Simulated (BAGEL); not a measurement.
# quartet AlHSCl: levels of theory compared

Wanted: a comparison of 4 runs (UHF/STO-3G, UHF/3-21G, UHF/6-31G*, ROHF/def2-TZVP) of quartet AlHSCl. 

The calculation is run with BAGEL 1.2.2.

## 1. The molecule

AlHSCl: 4 atoms, total charge 0, spin state quartet. SMILES of the parent species: `[SH][Al][Cl]`. Geometry: relaxed at PBE0-D4/def2-TZVP. That shape belongs to the parent species and isn't relaxed for this state.

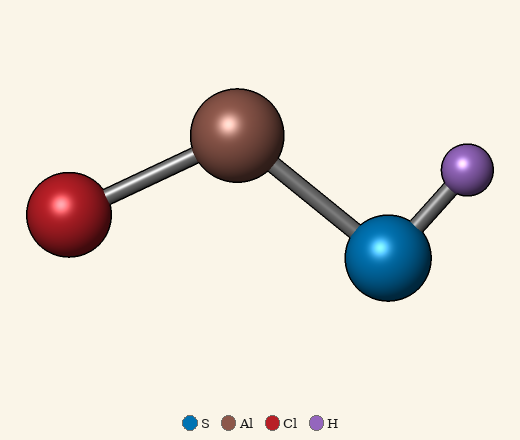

The structure, seen from a chosen angle (sulfur blue, aluminium brown, chlorine red, hydrogen purple).

## 2. A single-point energy at UHF/STO-3G (density fitting with qzvpp-jkfit) (run 1)

File calc.json:

```json
{ "bagel": [

{
  "title": "molecule",
  "basis": "sto-3g",
  "df_basis": "qzvpp-jkfit",
  "angstrom": true,
  "geometry": [
    { "atom": "S", "xyz": [    0.439800,    0.984900,   -0.744700 ] },
    { "atom": "Al", "xyz": [   -0.394100,   -0.525900,    0.609100 ] },
    { "atom": "Cl", "xyz": [    0.226200,   -2.507400,    0.251000 ] },
    { "atom": "H", "xyz": [   -0.216400,    1.988100,   -0.135600 ] }
  ]
},
{
  "title": "uhf",
  "nopen": 3
},
{
  "title": "print",
  "file": "orbitals.molden",
  "orbitals": true
}

]}
```

Run with:

```
BAGEL_NUM_THREADS=1 BAGEL calc.json > calc.out
```

Standard output:

```text
* using 1 threads per process

  ===============================================================
  ===============================================================

  *** Geometry ***

  { "atom" : "S", "xyz" : [      0.831102,      1.861191,     -1.407279 ] },
  { "atom" : "Al", "xyz" : [     -0.744741,     -0.993807,      1.151032 ] },
  { "atom" : "Cl", "xyz" : [      0.427456,     -4.738299,      0.474321 ] },
  { "atom" : "H", "xyz" : [     -0.408937,      3.756965,     -0.256247 ] },

  Number of auxiliary basis functions:      402

  Since a DF basis is specified, we compute 2- and 3-index integrals:
    o Being stored without compression. Storage requirement is 0.003 GB

  Number of basis functions:       28
  Number of electrons      :       47

    * METHOD: MOLECULE                             0.10

  *** Open-shell HF ***

  === Nuclear Repulsion ===
   156.1548843395

      * DIIS with orbital gradients will be used.

  === UHF iteration (sto-3g) ===
      0      -1087.15636005          0.01692814           0.03
      1      -1087.22255439          0.00554887           0.03
      2      -1087.23009390          0.00214286           0.03
      3      -1087.23177253          0.00031011           0.03
      4      -1087.23185778          0.00005758           0.03
      5      -1087.23186677          0.00001797           0.03
      6      -1087.23186860          0.00000538           0.03
      7      -1087.23186903          0.00000164           0.03
      8      -1087.23186914          0.00000083           0.03
      9      -1087.23186919          0.00000026           0.03
     10      -1087.23186920          0.00000008           0.03
     11      -1087.23186920          0.00000003           0.03
     12      -1087.23186920          0.00000002           0.03
     13      -1087.23186920          0.00000002           0.03
     14      -1087.23186920          0.00000000           0.03
    * SCF iteration converged.

    * S^2 (UHF) is 3.7548

    * Permanent dipole moment:
           (    0.281748,    -3.151426,     0.307248) a.u.

    * METHOD: UHF                                  0.47

    * METHOD: PRINT                                0.00

  ===============================================================
```

Wall time 0.74 s (1 thread of Arm Neoverse V1, shared host).

## 3. The energy at UHF/3-21G (density fitting with qzvpp-jkfit) (run 2)

File input.json:

```json
{ "bagel" : [

{
  "title" : "molecule",
  "basis" : "3-21g",
  "df_basis" : "qzvpp-jkfit",
  "angstrom" : true,
  "geometry" : [
    { "atom" : "S", "xyz" : [    0.439800,    0.984900,   -0.744700 ] },
    { "atom" : "Al", "xyz" : [   -0.394100,   -0.525900,    0.609100 ] },
    { "atom" : "Cl", "xyz" : [    0.226200,   -2.507400,    0.251000 ] },
    { "atom" : "H", "xyz" : [   -0.216400,    1.988100,   -0.135600 ] }
  ]
},
{
  "title" : "uhf",
  "nopen" : 3
},
{
  "title" : "print",
  "file" : "orbitals.molden",
  "orbitals" : true
}

]}
```

Run with:

```
BAGEL_NUM_THREADS=1 BAGEL input.json > input.out
```

Standard output:

```text
* using 1 threads per process

  ===============================================================
  ===============================================================

  *** Geometry ***

  { "atom" : "S", "xyz" : [      0.831102,      1.861191,     -1.407279 ] },
  { "atom" : "Al", "xyz" : [     -0.744741,     -0.993807,      1.151032 ] },
  { "atom" : "Cl", "xyz" : [      0.427456,     -4.738299,      0.474321 ] },
  { "atom" : "H", "xyz" : [     -0.408937,      3.756965,     -0.256247 ] },

  Number of auxiliary basis functions:      402

  Since a DF basis is specified, we compute 2- and 3-index integrals:
    o Being stored without compression. Storage requirement is 0.005 GB

  Number of basis functions:       41
  Number of electrons      :       47

    * METHOD: MOLECULE                             0.10

  *** Open-shell HF ***

  === Nuclear Repulsion ===
   156.1548843395

      * DIIS with orbital gradients will be used.

  === UHF iteration (3-21g) ===
      0      -1093.86413042          0.02479519           0.04
      1      -1093.94576272          0.00875065           0.04
      2      -1093.95709525          0.00322518           0.04
      3      -1093.95919376          0.00131597           0.04
      4      -1093.96001439          0.00018602           0.04
      5      -1093.96006357          0.00006551           0.04
      6      -1093.96007410          0.00002247           0.04
      7      -1093.96007620          0.00001193           0.04
      8      -1093.96007702          0.00000276           0.04
      9      -1093.96007707          0.00000087           0.04
     10      -1093.96007708          0.00000029           0.04
     11      -1093.96007709          0.00000013           0.04
     12      -1093.96007709          0.00000006           0.04
     13      -1093.96007709          0.00000004           0.04
     14      -1093.96007709          0.00000003           0.04
     15      -1093.96007709          0.00000002           0.04
     16      -1093.96007709          0.00000001           0.04
     17      -1093.96007709          0.00000001           0.04
    * SCF iteration converged.

    * S^2 (UHF) is 3.7564

    * Permanent dipole moment:
           (    0.032234,    -2.747787,     0.533275) a.u.

    * METHOD: UHF                                  0.81

    * METHOD: PRINT                                0.00

  ===============================================================
```

It took 1.1 s on 1 thread of Arm Neoverse V1, shared host.

## 4. A single-point energy at UHF/6-31G(d) (density fitting with qzvpp-jkfit, spherical functions) (run 3)

File job.json:

```json
{ "bagel": [

{
  "title": "molecule",
  "basis": "6-31gs.json",
  "df_basis": "qzvpp-jkfit",
  "angstrom": "true",
  "geometry": [
    { "atom": "S", "xyz": [    0.439800,    0.984900,   -0.744700 ] },
    { "atom": "Al", "xyz": [   -0.394100,   -0.525900,    0.609100 ] },
    { "atom": "Cl", "xyz": [    0.226200,   -2.507400,    0.251000 ] },
    { "atom": "H", "xyz": [   -0.216400,    1.988100,   -0.135600 ] }
  ]
},
{ "title": "uhf", "nopen": 3 },
{ "title": "print", "file": "orbitals.molden", "orbitals": "true" }

]}
```

The basis set 6-31G* is read from a file made from the Basis Set Exchange's data (not shown).

Run with:

```
BAGEL_NUM_THREADS=1 BAGEL job.json > job.out
```

Standard output:

```text
* using 1 threads per process

  ===============================================================
  ===============================================================

  *** Geometry ***

  { "atom" : "S", "xyz" : [      0.831102,      1.861191,     -1.407279 ] },
  { "atom" : "Al", "xyz" : [     -0.744741,     -0.993807,      1.151032 ] },
  { "atom" : "Cl", "xyz" : [      0.427456,     -4.738299,      0.474321 ] },
  { "atom" : "H", "xyz" : [     -0.408937,      3.756965,     -0.256247 ] },

  Number of auxiliary basis functions:      402

  Since a DF basis is specified, we compute 2- and 3-index integrals:
    o Being stored without compression. Storage requirement is 0.010 GB

  Number of basis functions:       56
  Number of electrons      :       47

    * METHOD: MOLECULE                             0.14

  *** Open-shell HF ***

  === Nuclear Repulsion ===
   156.1548843395

      * DIIS with orbital gradients will be used.

  === UHF iteration (6-31gs.json) ===
      0      -1099.30033109          0.02206827           0.06
      1      -1099.39810496          0.00753696           0.06
      2      -1099.41272859          0.00271872           0.06
      3      -1099.41528676          0.00115934           0.06
      4      -1099.41616905          0.00023744           0.06
      5      -1099.41622844          0.00008626           0.06
      6      -1099.41624282          0.00002292           0.06
      7      -1099.41624450          0.00000885           0.06
      8      -1099.41624489          0.00000277           0.06
      9      -1099.41624494          0.00000121           0.06
     10      -1099.41624495          0.00000060           0.06
     11      -1099.41624495          0.00000026           0.06
     12      -1099.41624495          0.00000011           0.06
     13      -1099.41624495          0.00000005           0.06
     14      -1099.41624495          0.00000003           0.06
     15      -1099.41624495          0.00000002           0.06
     16      -1099.41624495          0.00000001           0.06
     17      -1099.41624495          0.00000001           0.06
    * SCF iteration converged.

    * S^2 (UHF) is 3.7620

    * Permanent dipole moment:
           (   -0.225788,    -2.486843,     0.800101) a.u.

    * METHOD: UHF                                  1.14

    * METHOD: PRINT                                0.01

  ===============================================================
```

Wall time 1.4 s (1 thread of Arm Neoverse V1, shared host).

## 5. The energy at ROHF/def2-TZVP (density fitting with qzvpp-jkfit) (run 4)

File hf.json:

```json
{ "bagel": [

{
  "title": "molecule",
  "basis": "def2-tzvp.json",
  "df_basis": "qzvpp-jkfit",
  "angstrom": true,
  "geometry": [
    { "atom": "S", "xyz": [       0.439800,       0.984900,      -0.744700 ] },
    { "atom": "Al", "xyz": [      -0.394100,      -0.525900,       0.609100 ] },
    { "atom": "Cl", "xyz": [       0.226200,      -2.507400,       0.251000 ] },
    { "atom": "H", "xyz": [      -0.216400,       1.988100,      -0.135600 ] }
  ]
},

{
  "title": "rohf",
  "nopen": 3
},

{
  "title": "print",
  "file": "orbitals.molden",
  "orbitals": true
}

]}
```

The basis set def2-TZVP is read from a file made from the Basis Set Exchange's data (not shown).

Run with:

```
BAGEL_NUM_THREADS=1 BAGEL hf.json > hf.out
```

Standard output:

```text
* using 1 threads per process

  ===============================================================
  ===============================================================

  *** Geometry ***

  { "atom" : "S", "xyz" : [      0.831102,      1.861191,     -1.407279 ] },
  { "atom" : "Al", "xyz" : [     -0.744741,     -0.993807,      1.151032 ] },
  { "atom" : "Cl", "xyz" : [      0.427456,     -4.738299,      0.474321 ] },
  { "atom" : "H", "xyz" : [     -0.408937,      3.756965,     -0.256247 ] },

  Number of auxiliary basis functions:      402

  Since a DF basis is specified, we compute 2- and 3-index integrals:
    o Being stored without compression. Storage requirement is 0.044 GB

  Number of basis functions:      117
  Number of electrons      :       47

    * METHOD: MOLECULE                             0.20

  *** Open-shell HF ***

  === Nuclear Repulsion ===
   156.1548843395

      * DIIS with orbital gradients will be used.

  === ROHF iteration (def2-tzvp.json) ===
      0      -1099.39470442          0.01664112           0.15
      1      -1099.48139138          0.00708410           0.15
      2      -1099.49791420          0.00303789           0.15
      3      -1099.50139302          0.00102195           0.15
      4      -1099.50248474          0.00024171           0.15
      5      -1099.50261817          0.00008108           0.15
      6      -1099.50263588          0.00002344           0.15
      7      -1099.50263817          0.00000803           0.15
      8      -1099.50263860          0.00000284           0.15
      9      -1099.50263859          0.00000077           0.15
     10      -1099.50263855          0.00000032           0.15
     11      -1099.50263856          0.00000013           0.15
     12      -1099.50263857          0.00000007           0.15
     13      -1099.50263858          0.00000005           0.15
     14      -1099.50263858          0.00000004           0.15
     15      -1099.50263858          0.00000003           0.16
     16      -1099.50263858          0.00000001           0.15
     17      -1099.50263858          0.00000001           0.15
    * SCF iteration converged.

    * S^2 (ROHF) is 3.7500

    * Permanent dipole moment:
           (   -0.314458,    -2.121388,     0.834250) a.u.

    * METHOD: ROHF                                 2.95

    * METHOD: PRINT                                0.03

  ===============================================================
```

Wall time 3.6 s (1 thread of Arm Neoverse V1, shared host); peak memory 0.14 GiB.

## 6. The series

| run | level | energy (Eh) | dipole moment (D) | ⟨S²⟩ | wall time |
| --- | --- | --- | --- | --- | --- |
| 1 | UHF/STO-3G (density fitting with qzvpp-jkfit) | -1087.231869 | 8.08 | 3.755 | 0.74 s |
| 2 | UHF/3-21G (density fitting with qzvpp-jkfit) | -1093.960077 | 7.11 | 3.756 | 1.1 s |
| 3 | UHF/6-31G* (density fitting with qzvpp-jkfit, spherical functions) | -1099.416245 | 6.66 | 3.762 | 1.4 s |
| 4 | ROHF/def2-TZVP (density fitting with qzvpp-jkfit) | -1099.502639 | 5.85 | 3.750 | 3.6 s |

## 7. What came out

| quantity | value |
| --- | --- |
| run 4: total energy | -1099.50264 Eh |
| run 4: dipole moment | 5.85 D |
| run 4: ⟨S²⟩ | 3.750 |

What this shows: The dipole moment (its size) runs from 5.85 D (ROHF/def2-TZVP) to 8.08 D (UHF/STO-3G). The two ends differ in method and basis. In run 1 the basis is minimal, so the values are rough. All runs together took 6.9 s, the longest 3.6 s.
